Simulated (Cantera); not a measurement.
Input: 1 mol Al, 0.76 mol HCl, 170 mol H2, 0.0014 mol N2, held at 0.320 bar.

Equilibrium computed with Cantera from the NASA thermochemical tables; the gas is ideal and each condensed phase is pure. Candidate condensed phases: Al, AlCl3, AlN, NH4Cl; 20 gas species. Mutual solubility and eutectic melting of coexisting phases are not modelled. The tables' values for AlCl2 are old estimates; treat these amounts as uncertain. Kinetics and transport are ignored.

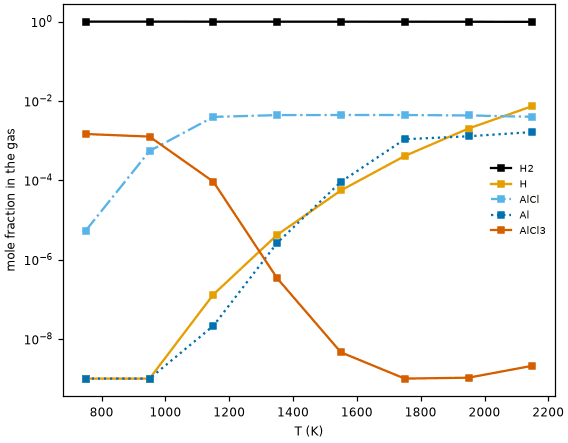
*Equilibrium gas composition (values under 1e-9 drawn at 1e-9)*

Question: Read off the mole fractions at 1150 K.

Answer: H2 about 1.00, AlCl about 0.0040, AlCl3 about 9.2e-5, H about 1.3e-7, Al about 2.1e-8.
